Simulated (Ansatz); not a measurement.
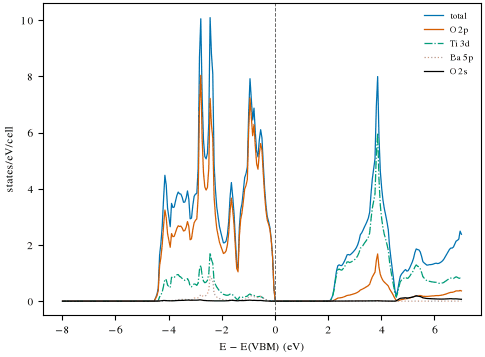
Figure: Total and projected density of states of BaTiO$_{3}$ in space group Amm2 (No. 38; Ba on 2a, Ti on 2b, O on 4e, O on 2a), plane-wave PAW LDA (Ansatz code)

Question: Which orbitals carry the states next to the gap?

Answer: Top 1 eV of the valence band: O 2p 93 %. Bottom 1 eV of the conduction band: Ti 3d 85 %, O 2p 12 %. Projections are on Löwdin-orthogonalised atomic valence shells; empty p or d shells of many metals are not among them.

Question: Where is the tallest occupied peak in this window, and what makes it?

Answer: Near -2.4 eV, about 10 states/eV per cell; the largest projected share is O 2p.

This is a known low-temperature phase of the composition, computed here at zero pressure and temperature. The LDA relaxation kept the symmetry of its start. At this level the phase is dynamically unstable (imaginary phonons). The run is not spin-polarised. Scalar-relativistic: spin–orbit coupling is off unless named, which matters more the heavier the elements.

Potentials: the earlier of the program's two PAW sets. The files were generated under PBE; for other functionals the program regenerates the frozen cores, and for LDA and PBEsol the local potential too.
